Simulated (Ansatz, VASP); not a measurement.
# ZnS (Sphalerite) in two plane-wave programs

One calculation is typed for both programs; each brings its own data sets and cutoff. How far apart do they land?

Main program and level: Ansatz 0.2.0; plane waves, with VASP 6.6.1 beside it; band structure at r2SCAN-EpsX.

**1. The starting structure**

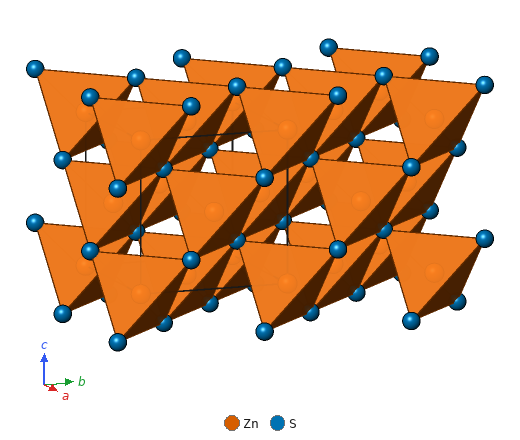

Start, viewed slightly off an axis; zinc orange, sulfur blue. 1×2×1 cells are drawn. This picture shows the conventional cell, with its axes. Some periodic images of atoms are drawn too.

Coordinates:

```cif
data_structure
_symmetry_space_group_name_H-M 'F-43m'
_symmetry_Int_Tables_number 216
_cell_length_a 5.4093
_cell_length_b 5.4093
_cell_length_c 5.4093
_cell_angle_alpha 90.000
_cell_angle_beta 90.000
_cell_angle_gamma 90.000
_cell_volume 158.28
loop_
_atom_site_label
_atom_site_type_symbol
_atom_site_symmetry_multiplicity
_atom_site_Wyckoff_symbol
_atom_site_fract_x
_atom_site_fract_y
_atom_site_fract_z
_atom_site_occupancy
Zn1 Zn 4 a 0.00000 0.00000 0.00000 1
S1 S 4 c 0.25000 0.25000 0.25000 1
```

**2. Ansatz: band structure, r2SCAN-EpsX**

Ansatz runs on its default PAW (the set named soft_2) files.

The same path points are solved in both programs, so levels can be compared one by one.

Contents of input.yaml:

```yaml
crystal:
  lattice:
    - [0.0, 2.70465, 2.70465]
    - [2.70465, 0.0, 2.70465]
    - [2.70465, 2.70465, 0.0]
  atoms:
    - { symbol: Zn, position: [0.0, 0.0, 0.0] }
    - { symbol: S, position: [0.75, 0.75, 0.75] }
hamiltonian:
  xc: { exchange: r2scan, correlation: r2scan, exx: { coeff: 0.161 } }
  pseudopotentials: { kind: paw }
kpoints:
  mp_grid: { grid: [5, 5, 5] }
  band_path:
    path:
      - [0.0, 0.0, 0.0]
      - [0.5, 0.0, 0.5]
      - [0.5, 0.22222, 0.72222]
      - [0.40278, 0.34722, 0.75]
      - [0.125, 0.125, 0.25]
      - [0.27778, 0.27778, 0.27778]
      - [0.55556, 0.38889, 0.55556]
      - [0.58333, 0.25, 0.66667]
      - [0.5, 0.30556, 0.69444]
      - [0.48611, 0.48611, 0.52778]
      - [0.625, 0.25, 0.625]
      - [0.5, 0.0, 0.5]
    npoints: 1
scf:
  occupations: { method: gaussian, width: 0.03 }
  n_extra_bands: 7
output:
  forces: true
  stress: true
  eigenvalues: true
```

Run with:

```console
$ ansatz run input.yaml --threads 4 --pin off --max-ram 9216MiB --backend cpu --events-out ev --progress --plain --runs-dir out
```

Numbers of over 12 decimals in the logs are rounded to 6 here.

The log of the run:

```text
Warning: output.stress: scf.convergence.dr2_threshold = 1e-7 eV (the SCF's general default) is looser than the 2e-10 eV advised for a printed stress (1e-10 eV for each atom of the cell: 2). What an SCF threshold leaves in a stress goes as its square root, and in the free energy as the threshold itself, and one threshold admits the most on a small cell: [figures from the program's tests cut] Set scf.convergence.dr2_threshold to 2e-10 eV or tighter. The threshold is an SCF's pass mark: one that does not reach it within its budget of iterations ends unconverged, or closes short of it on a stop that the run arms, and scf.convergence.dr2_threshold's page says what that costs each kind of run
Warning: output.stress: scf.exx.energy_threshold = 1e-6 eV is looser than the 2e-8 eV advised for a stress under a hybrid functional (1e-8 eV for each atom of the cell: 2). Every SCF of the exchange loop can meet its threshold on dr2 while the loop round them stops early: no threshold on dr2 bounds what that leaves in the stress. Set scf.exx.energy_threshold to 2e-8 eV or tighter. The threshold is the loop's pass mark: a loop that does not reach it within its budget of cycles ends unconverged, and scf.exx.energy_threshold's page has the law
scf.n_extra_bands = 7 over 9 filled bands (N_el = 18.0): the run solves 16 bands
Engine: ansatz 0.2.0, aarch64-unknown-linux-gnu
Pseudopotentials: kind: paw
Pseudopotential: Zn, paw, valence charge 12, recommended cutoff 500 eV (meta_gga), Zn.paw.azcp
Pseudopotential: S, paw, valence charge 6, recommended cutoff 500 eV (meta_gga), S.paw.azcp
Functional definition: unnamed
  parameter a_1 = 0.161
  exchange = (1 - a_1)*r2scan_x + a_1*exact_x
  correlation = r2scan_c
Crystal: 2 atoms, lattice volume = 39.570 Å³
Basis set: ecut = 500 eV, 965 PW (Γ), exchange–correlation on 120×120×120 points (64 copies of the dense FFT grid, shifted against one another)
Bands: 16, of which v1, the nominal top of the filled ones, is band 9 counted from 1 (8 counted from 0)
Symmetry: 24 space group operations
Space group: F-43m (ITA 216), of the structure as read, at distance tolerance 3.4e-5 Å
k-points: 10 of 125 (time reversal used)
Non-local potential: Zn, projectors of the file, l = 0: 2, l = 1: 2, l = 2: 3, l = 3: 1
Non-local potential: S, projectors of the file, l = 0: 2, l = 1: 2, l = 2: 2
PAW form: soft (Blöchl's): semilocal exchange-correlation on the pseudo side does not see the compensation charge
PAW frozen core: Zn, regenerated for the run's functional, and the local potential with it (the file was generated under x = pbe(κ = 0.804, μ = 0.219515), c = pbe(β = 0.066725))
PAW frozen core: S, regenerated for the run's functional, and the local potential with it (the file was generated under x = pbe(κ = 0.804, μ = 0.219515), c = pbe(β = 0.066725))
PAW one-centre angular grid: Zn, 590 points (default); XC on 261 of its mesh's 2673 points in the sphere
PAW one-centre angular grid: S, 302 points (default); XC on 160 Gauss nodes
Initial density: superposition of atomic densities (neutral atoms: chi_scale 0, normalization atom), corrected by the library's trained network
Initial wavefunctions: pseudopotential atomic-orbital guess
Functional: x = r2scan, c = r2scan; τ floored in thin density (d = 2e-4 eV/Å³), warm-up for x = 0.839 r2scan + 0.161 exact, c = r2scan; τ floored in thin density (d = 2e-4 eV/Å³)
SCF iter   1: F=—  HF=-4233.446342 eV  |F-HF|=—  |Δ(HF+E_count)|=         —  Δρ=1.62e-2  dr2=5.19e-2  dr2_τ=6.42e-3  ethr=1.77e-3  ⟨swp⟩=10.9  Hψ=866  notcnv=0
preconditioner: auto → none  [insulator: Δε(μ)=2.638 eV  Ē_g=15.691 eV  σ=0.030 eV  W_gap=1.00  n_scr=14 (ndim 8)  ℏωp=25.0 eV  f_vac=0.026  D(μ)=0.00/eV (n_scr^D=0)]
SCF iter   2: F=—  HF=-4233.446816 eV  |F-HF|=—  |Δ(HF+E_count)|=   4.74e-4  Δρ=4.94e-3  dr2=9.94e-3  dr2_τ=3.91e-4  ethr=2.88e-4  ⟨swp⟩=4.2  Hψ=529  notcnv=0  defer=1
SCF iter   3: F=—  HF=-4233.440871 eV  |F-HF|=—  |Δ(HF+E_count)|=   5.94e-3  Δρ=3.02e-3  dr2=1.51e-3  dr2_τ=8.99e-6  ethr=5.52e-5  ⟨swp⟩=4.1  Hψ=483  notcnv=0  defer=1
iter 4 solved again at ethr=3.94e-7 eV; its pass at ethr=8.37e-6 eV (dr2=7.09e-5 eV) is discarded
SCF iter   4: F=-4233.441169 eV  HF=-4233.441223 eV  |F-HF|=5.40e-5  |Δ(HF+E_count)|=   3.52e-4  Δρ=3.87e-4  dr2=7.73e-5  dr2_τ=2.44e-6  ethr=3.94e-7  ⟨swp⟩=3.0  Hψ=589  notcnv=0
SCF 1 stopped early in 4 iterations: F = -4233.441169 eV  dr2 = 7.73e-5
  greatest PAW one-centre occupation: 0.983 electrons in one spin orbital (limit 2), on the Zn atom at site 0 (counted from 0), in its partial waves of l = 2
Initial density: handed on by an earlier stage of this run
Initial wavefunctions: those handed on with the density
Functional: x = 0.839 r2scan + 0.161 exact, c = r2scan; τ floored in thin density (d = 2e-4 eV/Å³)
Frozen-core exchange: fock
SCF iter   1: F=—  HF=-4232.426917 eV  |F-HF|=—  |Δ(HF+E_count)|=         —  Δρ=1.04e-2  dr2=2.33e-2  dr2_τ=5.42e-5  ethr=4.29e-6  ⟨swp⟩=6.0  Hψ=745  notcnv=0
preconditioner: auto → none  [insulator: Δε(μ)=3.723 eV  Ē_g=17.547 eV  σ=0.030 eV  W_gap=1.00  n_scr=14 (ndim 8)  ℏωp=25.0 eV  f_vac=0.028  D(μ)=0.00/eV (n_scr^D=0)]
SCF iter   2: F=—  HF=-4232.420346 eV  |F-HF|=—  |Δ(HF+E_count)|=   6.57e-3  Δρ=1.86e-3  dr2=1.14e-3  dr2_τ=1.51e-5  ethr=4.29e-6  ⟨swp⟩=4.1  Hψ=503  notcnv=0
SCF iter   3: F=—  HF=-4232.422338 eV  |F-HF|=—  |Δ(HF+E_count)|=   1.99e-3  Δρ=1.00e-3  dr2=2.32e-4  dr2_τ=4.92e-6  ethr=4.29e-6  ⟨swp⟩=3.1  Hψ=308  notcnv=0  defer=1
SCF iter   4: F=—  HF=-4232.422286 eV  |F-HF|=—  |Δ(HF+E_count)|=   5.13e-5  Δρ=2.08e-4  dr2=1.51e-5  dr2_τ=1.50e-7  ethr=1.17e-6  ⟨swp⟩=3.9  Hψ=329  notcnv=0
SCF iter   5: F=—  HF=-4232.422324 eV  |F-HF|=—  |Δ(HF+E_count)|=   3.73e-5  Δρ=7.02e-5  dr2=4.05e-6  dr2_τ=5.01e-8  ethr=4.90e-8  ⟨swp⟩=3.0  Hψ=291  notcnv=0  defer=1
SCF iter   6: F=-4232.422323 eV  HF=-4232.422323 eV  |F-HF|=1.58e-7  |Δ(HF+E_count)|=   9.90e-7  Δρ=1.72e-5  dr2=7.53e-7  dr2_τ=2.16e-9  ethr=1.94e-8  ⟨swp⟩=3.5  Hψ=329  notcnv=0  defer=1
SCF 2 stopped early in 6 iterations: F = -4232.422323 eV  dr2 = 7.53e-7
  greatest PAW one-centre occupation: 0.985 electrons in one spin orbital (limit 2), on the Zn atom at site 0 (counted from 0), in its partial waves of l = 2
hybrid outer 1: dexx = +2.206e-3 eV, tail = 4.78e-6 eV
Frozen-core exchange: fock
SCF iter   1: F=—  HF=-4232.422222 eV  |F-HF|=—  |Δ(HF+E_count)|=         —  Δρ=3.70e-5  dr2=3.49e-7  dr2_τ=4.42e-9  ethr=1.33e-7  ⟨swp⟩=5.7  Hψ=428  notcnv=0
preconditioner: auto → none  [insulator: Δε(μ)=3.737 eV  Ē_g=17.406 eV  σ=0.030 eV  W_gap=1.00  n_scr=14 (ndim 8)  ℏωp=25.0 eV  f_vac=0.028  D(μ)=0.00/eV (n_scr^D=0)]
SCF iter   2: F=—  HF=-4232.422222 eV  |F-HF|=—  |Δ(HF+E_count)|=   3.36e-8  Δρ=3.63e-6  dr2=1.49e-8  dr2_τ=2.14e-10  ethr=1.59e-9  ⟨swp⟩=3.3  Hψ=337  notcnv=0
SCF iter   3: F=-4232.422222 eV  HF=-4232.422222 eV  |F-HF|=1.20e-9  |Δ(HF+E_count)|=   8.35e-8  Δρ=3.19e-6  dr2=3.18e-9  dr2_τ=3.19e-11  ethr=1.62e-11  ⟨swp⟩=4.2  Hψ=467  notcnv=0  defer=2
SCF 3 converged in 3 iterations: F = -4232.422222 eV  dr2 = 3.18e-9
  Residual-converged pass: ⟨swp⟩=2.1  Hψ=242  notcnv=0  max |occ|·‖R‖ = 2.3e-6 eV (tolerance 2.4e-6 eV)  dr2=3.19e-9  dr2_τ=3.19e-11  dr2_onsite=4.31e-10  max |Δocc| = 0.0e0
hybrid outer 2: dexx = +8.942e-8 eV, tail = 7.73e-9 eV, Δε = 2.10e-3 eV (about 1.21e-4 eV left of the loop's levels)
NSCF: frozen V_eff on 12 k-points
hybrid SCF converged: 2 outer / 9 inner (+4 warm-up), last move |dexx| = 8.94e-8 eV, tail = 7.73e-9 eV
Stability not checked: this state was not tested for a lower state beside it, because the functional holds exact exchange (a hybrid, or Hartree-Fock), whose exchange loop this test does not read (fock_operator; see scf.lower_state_search)
Free energy (F): -4232.422222 eV
Frozen-core exchange: fock
Harris-Foulkes:  -4232.422222 eV  (|F-HF|=1.20e-9)
Internal energy: -4232.422222 eV  (E = F + TS)
E sigma→0 (E₀):  -4232.422222 eV
Fermi energy:    6.698780 eV
--- Per-component energies (eV) ---
  E_band       = -26.999638
  E_kinetic    = 237.210405
  E_local      = -2053.913753  (includes V_loc(G=0)·N_el)
  E_nonlocal   = 649.071834
  E_hartree    = 864.016364
  E_xc         = -184.019910
  E_vxc        = -125.162537  (∫ρ·V_xc dr)
  E_exx        = -39.084940  (= α·E_x^exact, valence–valence)
  E_paw        = -2453.635904  (= ΣΔE_a)
  E_vpaw       = -389.628558  (= ΣTr[D̂ρ^β])
  E_aug_tail   = -0.000060  (compensation charges beyond the density's cutoff)
  E_vtau       = 5.559006  (kinetic-family band-sum trace: ∫τ·v_τ [+ j·A + Jᵃ·Aᵃ] dr)
  E_ewald      = -1252.151240
  E_core_change = 0.084983  (= ΣΔE_core)
  E_smearing   = -0.000000  (= −TS)
  E_closure    = -0.000000  (closes the sum)
  Σ components = -4232.422222   (vs F -4232.422222, Δ=0.00e0)
--- Forces (eV/Å), atoms counted from 1 ---
  atom   1  Zn    -0.00000000     0.00000000     0.00000000
  atom   2  S      0.00000000    -0.00000000    -0.00000000
  max |Σ_I F_I| component: 5.55e-17 eV/Å
--- Stress (GPa, compression-positive) ---
       -0.703359       0.000000       0.000000
        0.000000      -0.703359       0.000000
       -0.000000       0.000000      -0.703359
  P = ⅓ Tr σ = -0.7034 GPa (-7.034 kbar)
--- Band table (eV; the first three rows and the last of 10) ---
  k-point 0: bands = [... 5 lower, -2.2097, 4.8301, 4.8301, 4.8301, 8.5672, 12.9098, 12.9098, 12.9098, ... 3 higher]
  k-point 1: bands = [... 5 lower, -2.2109, 2.5763, 4.4806, 4.4806, 9.8561, 13.0292, 13.4476, 13.4476, ... 3 higher]
  k-point 2: bands = [... 5 lower, -2.1908, -0.1531, 3.9930, 3.9930, 9.8301, 13.4553, 13.4553, 15.0396, ... 3 higher]
  k-point 9: bands = [... 5 lower, -1.9173, 0.1465, 1.8283, 2.6717, 11.7604, 12.3037, 13.6805, 16.5039, ... 3 higher]
```

The job ended after 33 s (4 threads of Arm Neoverse V1, shared host; peak memory 1.1 GiB; 2.1 min of CPU time).

The column dr2 measures how far the density is from self-consistency, as an energy; F and HF (Harris–Foulkes) agree once it is small.

**3. VASP: band structure, r2SCAN-EpsX**

The same cell, functional, mesh and smearing now go to VASP, with its own data sets and cutoff.

Lines of VASP's logs that name or quote its potential files are left out, and so is its time.

Contents of INCAR:

```
SYSTEM = ZnS
PREC = Accurate
ENCUT = 350
EDIFF = 1E-06
NELM = 100
ISMEAR = 0
SIGMA = 0.03
LREAL = .FALSE.
ALGO = Normal
LHFCALC = .TRUE.
AEXX = 0.161
METAGGA = R2SCAN
LASPH = .TRUE.
NBANDS = 15
PRECFOCK = Fast
HFRCUT = -1
LORBIT = 11
LWAVE = .FALSE.
LCHARG = .FALSE.
KPAR = 4
```

Contents of POSCAR:

```
ZnS
1.0
    0.0000000000      2.7046500000      2.7046500000
    2.7046500000      0.0000000000      2.7046500000
    2.7046500000      2.7046500000      0.0000000000
Zn S
1 1
Direct
    0.0000000000      0.0000000000      0.0000000000
    0.7500000000      0.7500000000      0.7500000000
```

Contents of KPOINTS:

```
Automatic mesh
0
Gamma
5 5 5
0 0 0
```

Contents of KPOINTS_OPT:

```
Line mode
10
Line-mode
Reciprocal
  0.00000000   0.00000000   0.00000000 GAMMA
  0.50000000   0.00000000   0.50000000 X

  0.50000000   0.00000000   0.50000000 X
  0.50000000   0.25000000   0.75000000 W

  0.50000000   0.25000000   0.75000000 W
  0.37500000   0.37500000   0.75000000 K

  0.37500000   0.37500000   0.75000000 K
  0.00000000   0.00000000   0.00000000 GAMMA

  0.00000000   0.00000000   0.00000000 GAMMA
  0.50000000   0.50000000   0.50000000 L

  0.50000000   0.50000000   0.50000000 L
  0.62500000   0.25000000   0.62500000 U

  0.62500000   0.25000000   0.62500000 U
  0.50000000   0.25000000   0.75000000 W

  0.50000000   0.25000000   0.75000000 W
  0.50000000   0.50000000   0.50000000 L

  0.50000000   0.50000000   0.50000000 L
  0.37500000   0.37500000   0.75000000 K

  0.62500000   0.25000000   0.62500000 U
  0.50000000   0.00000000   0.50000000 X
```

Potentials, in the order of the species: Zn and S (PBE family, release 64).

Run with:

```console
$ mpirun -np 4 vasp_std
```

The log of the run:

```text
[banner, memory and clock lines left out]
running    4 mpi-ranks, on    1 nodes
 distrk:  each k-point on    1 cores,    4 groups
 distr:  one band on    1 cores,    1 groups

 POSCAR found type information on POSCAR ZnS
 POSCAR found :  2 types and       2 ions
|                                                                             |
|               ----> ADVICE to this user running VASP <----                  |
|                                                                             |
|     You enforced a specific xc type in the INCAR file but a different       |
|     [... a line on the potential file left out ...]
|     I HOPE YOU KNOW WHAT YOU ARE DOING!                                     |
|                                                                             |

 LDA part: xc-table for (None), standard interpolation
 found WAVECAR, reading the header
 POSCAR, INCAR and KPOINTS ok, starting setup
 FFT: planning ... GRIDC
 FFT: planning ... GRID_SOFT
 FFT: planning ... GRID
 HFRCUT set to (new)   10.569673
 reading WAVECAR
 the WAVECAR file was read successfully
 initial charge from wavefunction
 entering main loop
       N       E                     dE             d eps       ncg     rms          rms(c)
DAV:   1    -0.184014373397E+02   -0.18401E+02   -0.16310E+00   386   0.304E+01    0.343E+00
DAV:   2    -0.183377093471E+02    0.63728E-01   -0.31231E-01   335   0.131E+01    0.195E+00
DAV:   3    -0.183427366983E+02   -0.50274E-02   -0.32247E-02   370   0.295E+00    0.129E+00
DAV:   4    -0.183429189869E+02   -0.18229E-03   -0.30470E-03   357   0.827E-01    0.798E-01
DAV:   5    -0.183428745257E+02    0.44461E-04   -0.51694E-04   411   0.237E-01    0.488E-01
DAV:   6    -0.183428965947E+02   -0.22069E-04   -0.11786E-04   314   0.110E-01    0.293E-01
DAV:   7    -0.183429077051E+02   -0.11110E-04   -0.99307E-06   321   0.337E-02    0.166E-01
DAV:   8    -0.183429122200E+02   -0.45149E-05   -0.39376E-06   321   0.218E-02    0.927E-02
DAV:   9    -0.183429145251E+02   -0.23051E-05   -0.15345E-06   286   0.133E-02    0.523E-02
DAV:  10    -0.183429157365E+02   -0.12114E-05   -0.74328E-07   234   0.936E-03    0.286E-02
DAV:  11    -0.183429163684E+02   -0.63191E-06   -0.32848E-07   171   0.616E-03
   1 F= -.18342916E+02 E0= -.18342916E+02  d E =-.972493E-13
 Start KPOINTS_OPT (optional k-point list driver)
k-point batch [1-10\100]
       N       E                     dE             ncg
DAV:   1     0.131455877172E+03   -0.25716E+04      300
DAV:   2    -0.819639404996E+03   -0.95110E+03      342
DAV:   3    -0.881137582609E+03   -0.61498E+02      370
DAV:   4    -0.881959234886E+03   -0.82165E+00      398
DAV:   5    -0.881967182449E+03   -0.79476E-02      405
DAV:   6    -0.881967300397E+03   -0.11795E-03      405
DAV:   7    -0.881967302737E+03   -0.23397E-05      391
DAV:   8    -0.881967302785E+03   -0.48533E-07      297
[...]
k-point batch [91-100\100]
       N       E                     dE             ncg
DAV:   1    -0.186855538432E+02   -0.58448E+04      300
DAV:   2    -0.900650937852E+03   -0.88197E+03      363
DAV:   3    -0.950038455424E+03   -0.49388E+02      363
DAV:   4    -0.950674180009E+03   -0.63572E+00      412
DAV:   5    -0.950680988016E+03   -0.68080E-02      419
DAV:   6    -0.950681093308E+03   -0.10529E-03      419
DAV:   7    -0.950681095367E+03   -0.20593E-05      405
DAV:   8    -0.950681095407E+03   -0.39234E-07      318
```

[end of part 1 of 2]

[Lines on the potential files, build, host, timing and source positions are cut from VASP's logs without a mark.]

[Logs are printed without paths, hosts, clocks, repeated set-up lines and the standing remarks that a program may print on its own settings, such as how far it seeks lower states.]

[Hosts, paths, dates, database ids (printed as entryN), source tags and the programs' standing remarks are cut or masked in the printed files.]
